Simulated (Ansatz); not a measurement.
Run report: CH$_{4}$OS$_{2}$W, geometry relaxation (part 2 of 2)

CH$_{4}$OS$_{2}$W, SMILES [CH3][W]([OH])(=[S])=[S]; RKS PBE0-D4/def2-TZVP (Ansatz 0.2.0). The geometry: GFN2-xTB start.

Geometry of the input (Å):
```
C  -1.3584  -0.0354  0.0519
W  0.7894  0.1967  -0.2843
O  1.7229  -0.6794  1.0079
S  0.9319  -0.5010  -2.3458
S  0.9250  2.3703  -0.4029
H  -1.6820  0.3884  1.0190
H  -1.6758  -1.0932  0.0380
H  -1.9480  0.4787  -0.7282
H  2.2950  -1.1251  1.6443
```

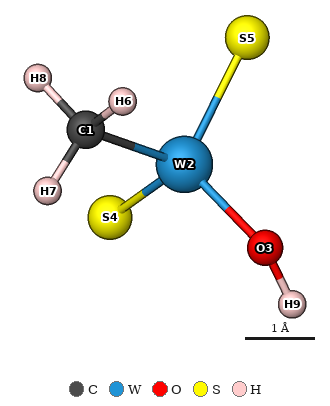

**Figure 1.** The geometry at step 11 of the log (ball-and-stick view, seen at a tilt; atoms are numbered from 1 in the order of the input).

## Trajectory as extended XYZ, continued
```
9
Properties=species:S:1:pos:R:3:forces:R:3 step=4 energy=-26640.93816
C    -1.3537   -0.0296    0.0424    0.1717   0.0258  -0.0413
W     0.7003    0.2334   -0.3452   -0.0140   0.0018   0.0167
O     1.5815   -0.6636    0.9983   -0.3032  -0.0121   0.0224
S     0.9834   -0.5697   -2.2932   -0.0117   0.0525   0.0711
S     0.9839    2.3405   -0.3419   -0.0167  -0.0905  -0.0204
H    -1.5678    0.3613    1.0393   -0.0072   0.0224   0.0833
H    -1.5714   -1.0987    0.0074   -0.0218  -0.0899   0.0158
H    -1.9913    0.4809   -0.6766   -0.0025   0.0598  -0.0924
H     2.2351   -1.0546    1.5695    0.2054   0.0301  -0.0551
9
Properties=species:S:1:pos:R:3:forces:R:3 step=5 energy=-26640.93463 accepted=F
C    -1.4014   -0.0240    0.0283    0.5577   0.0495  -0.0059
W     0.6748    0.2167   -0.3167   -0.1643  -0.0842   0.0550
O     1.5199   -0.6933    1.0527    1.4721  -0.5443   0.8235
S     1.0377   -0.5894   -2.2468   -0.0380  -0.0194   0.0181
S     1.0436    2.3074   -0.3340   -0.0578  -0.0043   0.0411
H    -1.5954    0.3353    1.0386   -0.0619   0.0692   0.1632
H    -1.6195   -1.0883   -0.0319   -0.0643  -0.2039  -0.0095
H    -2.0335    0.5115   -0.6673   -0.1191   0.1581  -0.2157
H     2.3738   -0.9758    1.4770   -1.5244   0.5794  -0.8697
9
Properties=species:S:1:pos:R:3:forces:R:3 step=6 energy=-26640.96390
C    -1.3681   -0.0288    0.0392    0.1404   0.0235  -0.0200
W     0.6872    0.2224   -0.3272   -0.0206  -0.0370   0.0306
O     1.5531   -0.6809    1.0251   -0.2756   0.0017   0.0087
S     1.0001   -0.5761   -2.2690   -0.0064  -0.0119  -0.0111
S     0.9984    2.3223   -0.3340   -0.0115   0.0162   0.0150
H    -1.5845    0.3573    1.0387   -0.0184   0.0288   0.0379
H    -1.5958   -1.0967   -0.0018   -0.0218  -0.0519  -0.0060
H    -1.9861    0.4965   -0.6870   -0.0325   0.0350  -0.0550
H     2.2957   -1.0160    1.5159    0.2463  -0.0044   0.0000
9
Properties=species:S:1:pos:R:3:forces:R:3 step=7 energy=-26640.97457
C    -1.3767   -0.0233    0.0320    0.0060   0.0135  -0.0122
W     0.6781    0.2100   -0.3103   -0.1008  -0.0057   0.0155
O     1.5135   -0.7043    1.0606    0.8431  -0.3085   0.4590
S     1.0136   -0.5882   -2.2477    0.0163  -0.0357  -0.0307
S     1.0084    2.3065   -0.3160    0.0161   0.0345   0.0285
H    -1.5976    0.3636    1.0322   -0.0035   0.0097  -0.0028
H    -1.6078   -1.0919   -0.0104   -0.0153  -0.0103  -0.0018
H    -1.9930    0.5041   -0.6962    0.0012   0.0117  -0.0270
H     2.3614   -0.9764    1.4557   -0.7631   0.2908  -0.4284
9
Properties=species:S:1:pos:R:3:forces:R:3 step=8 energy=-26640.99235
C    -1.4036   -0.0181    0.0267   -0.0666   0.0172  -0.0248
W     0.6544    0.1973   -0.2693    0.2607  -0.0979   0.0744
O     1.5323   -0.6996    1.1049   -0.0661   0.0893  -0.0760
S     1.0525   -0.6081   -2.1928   -0.0373   0.0071   0.0239
S     1.0244    2.2878   -0.2714   -0.0402   0.0103   0.0069
H    -1.6515    0.3997    1.0075   -0.0217   0.0163   0.0107
H    -1.6401   -1.0863    0.0096   -0.0235  -0.0234  -0.0070
H    -1.9964    0.4899   -0.7372    0.0284  -0.0137   0.0257
H     2.4279   -0.9626    1.3220   -0.0339  -0.0052  -0.0338
9
Properties=species:S:1:pos:R:3:forces:R:3 step=9 energy=-26641.00305
C    -1.3876   -0.0273    0.0309   -0.0079  -0.0159  -0.0187
W     0.6706    0.2197   -0.2722    0.0972  -0.0195  -0.0657
O     1.5509   -0.6145    1.1331   -0.1185   0.2069   0.1204
S     1.1391   -0.6163   -2.1647   -0.0950   0.0108   0.0052
S     0.9119    2.3309   -0.3193    0.0539  -0.0265   0.0375
H    -1.6021    0.4074    1.0130   -0.0477   0.0007   0.0234
H    -1.6567   -1.0868    0.0307    0.0191  -0.0204  -0.0290
H    -1.9810    0.5002   -0.7180    0.0085  -0.0258  -0.0096
H     2.3548   -1.1133    1.2663    0.0906  -0.1104  -0.0636
9
Properties=species:S:1:pos:R:3:forces:R:3 step=10 energy=-26641.00013 accepted=F
C    -1.3722   -0.0207    0.0500   -0.3488   0.1481   0.1130
W     0.6851    0.2372   -0.2501   -0.1652   0.2556   0.0722
O     1.5628   -0.5427    1.1927    0.9328  -0.6515  -0.0546
S     1.0589   -0.6199   -2.1557    0.0724  -0.0274   0.0510
S     0.9868    2.3402   -0.2928   -0.0535  -0.0417  -0.0383
H    -1.7249    0.4182    1.0014    0.2869  -0.1572  -0.2758
H    -1.5737   -1.0983    0.0385   -0.0260   0.0330   0.0400
H    -1.9488    0.4423   -0.7588    0.0923  -0.0624   0.0398
H     2.3260   -1.1562    1.1747   -0.7910   0.5035   0.0527
9
Properties=species:S:1:pos:R:3:forces:R:3 step=11 energy=-26641.02007
C    -1.3811   -0.0285    0.0341   -0.0201   0.0184   0.0097
W     0.6760    0.2374   -0.2580    0.0333  -0.1074  -0.1350
O     1.5608   -0.5763    1.1589    0.0388   0.0980   0.1046
S     1.1058   -0.6151   -2.1534   -0.0250   0.0237   0.0547
S     0.9366    2.3434   -0.3121    0.0089   0.0577   0.0188
H    -1.6302    0.4134    1.0043   -0.0364  -0.0010   0.0155
H    -1.6240   -1.0947    0.0395    0.0164  -0.0159  -0.0110
H    -1.9701    0.4695   -0.7381    0.0063  -0.0062  -0.0052
H     2.3262   -1.1491    1.2247   -0.0224  -0.0674  -0.0520
9
Properties=species:S:1:pos:R:3:forces:R:3 step=12 energy=-26641.02469
C    -1.3729   -0.0227    0.0451   -0.0748  -0.0296   0.0200
W     0.6847    0.2502   -0.2502    0.0058   0.1384   0.0140
O     1.5928   -0.5117    1.1872    0.6766  -0.6636  -0.0026
S     1.0893   -0.6195   -2.1421    0.0221  -0.0180   0.0253
S     0.9458    2.3567   -0.3112   -0.0279  -0.0036  -0.0232
H    -1.6777    0.4154    1.0025    0.0677  -0.0174  -0.0470
H    -1.5799   -1.0979    0.0476   -0.0269   0.0029   0.0130
H    -1.9562    0.4433   -0.7525    0.0312  -0.0101   0.0074
H     2.2740   -1.2138    1.1736   -0.6737   0.6010  -0.0067
9
Properties=species:S:1:pos:R:3:forces:R:3 step=13 energy=-26641.04095
C    -1.3452   -0.0338    0.0525   -0.1266   0.0355  -0.0150
W     0.6988    0.2812   -0.2524    0.0534   0.0414  -0.1004
O     1.5945   -0.4817    1.1977    0.1577  -0.1309  -0.0554
S     1.1207   -0.6180   -2.1289   -0.0031   0.0153   0.0802
S     0.9061    2.3935   -0.3466    0.0078  -0.0298   0.0276
H    -1.6260    0.4120    1.0131    0.0037  -0.0221  -0.0249
H    -1.5477   -1.1085    0.0653   -0.0101  -0.0141   0.0144
H    -1.9430    0.4290   -0.7367    0.0236  -0.0190   0.0281
H     2.1418   -1.2738    1.1360   -0.1063   0.1236   0.0454
9
Properties=species:S:1:pos:R:3:forces:R:3 step=14 energy=-26641.04284
C    -1.3503   -0.0354    0.0528    0.0626   0.0069   0.0027
W     0.7023    0.2858   -0.2592   -0.0465  -0.0142   0.0065
O     1.6187   -0.4722    1.1778    0.0089  -0.0146   0.0450
S     1.1225   -0.6129   -2.1326   -0.0053  -0.0043  -0.0193
S     0.9077    2.3975   -0.3418    0.0099   0.0082  -0.0014
H    -1.6295    0.4146    1.0106   -0.0101   0.0009  -0.0009
H    -1.5512   -1.1104    0.0752   -0.0054  -0.0046  -0.0041
H    -1.9463    0.4217   -0.7390   -0.0052  -0.0017  -0.0046
H     2.1261   -1.2886    1.1562   -0.0090   0.0233  -0.0239
9
Properties=species:S:1:pos:R:3:forces:R:3 step=15 energy=-26641.04324
C    -1.3491   -0.0347    0.0532   -0.0102   0.0012  -0.0045
W     0.7011    0.2850   -0.2557    0.0152  -0.0153   0.0372
O     1.6168   -0.4741    1.1849   -0.0174   0.0188  -0.0340
S     1.1188   -0.6137   -2.1304    0.0004   0.0005   0.0034
S     0.9116    2.3965   -0.3393    0.0009  -0.0064   0.0002
H    -1.6362    0.4173    1.0078    0.0032   0.0001  -0.0007
H    -1.5510   -1.1099    0.0767    0.0046   0.0012   0.0004
H    -1.9438    0.4183   -0.7426    0.0052  -0.0012   0.0015
H     2.1319   -1.2847    1.1455   -0.0018   0.0011  -0.0035
9
Properties=species:S:1:pos:R:3:forces:R:3 step=16 energy=-26641.04328
C    -1.3494   -0.0345    0.0533   -0.0025  -0.0008   0.0019
W     0.7006    0.2853   -0.2551    0.0123  -0.0061   0.0098
O     1.6166   -0.4742    1.1839   -0.0046   0.0047  -0.0105
S     1.1185   -0.6129   -2.1299   -0.0003  -0.0007   0.0025
S     0.9122    2.3966   -0.3386    0.0001  -0.0018   0.0018
H    -1.6369    0.4188    1.0071   -0.0005   0.0002  -0.0009
H    -1.5491   -1.1100    0.0787   -0.0007  -0.0003  -0.0001
H    -1.9434    0.4163   -0.7439   -0.0009   0.0006  -0.0012
H     2.1310   -1.2854    1.1445   -0.0029   0.0043  -0.0032
9
Properties=species:S:1:pos:R:3:forces:R:3 step=17 energy=-26641.04329
C    -1.3497   -0.0345    0.0533   -0.0018  -0.0010   0.0030
W     0.7006    0.2852   -0.2545   -0.0011  -0.0020   0.0006
O     1.6170   -0.4741    1.1835    0.0036  -0.0035   0.0017
S     1.1186   -0.6139   -2.1288    0.0014   0.0013  -0.0011
S     0.9124    2.3965   -0.3366    0.0006   0.0009  -0.0017
H    -1.6382    0.4202    1.0061   -0.0002   0.0002  -0.0002
H    -1.5499   -1.1099    0.0799    0.0007   0.0001  -0.0003
H    -1.9428    0.4153   -0.7451   -0.0008   0.0011  -0.0016
H     2.1320   -1.2848    1.1421   -0.0024   0.0031  -0.0005
```

## Results in brief

- outcome: converged
- total energy: −26641.0433 eV
- mean-field energy: −26640.7924 eV
- dispersion energy: −0.2509 eV
- SCF solution under orbital rotations: stable
- largest force (length of the vector) at the end: 0.005 eV/Å
- dipole moment: 3.08 D
- hardware: 4 threads of Arm Neoverse V2, 23 GiB of memory available, shared host
- wall time: 74 s (CPU time 4.7 min)
- peak memory: 0.6 GiB
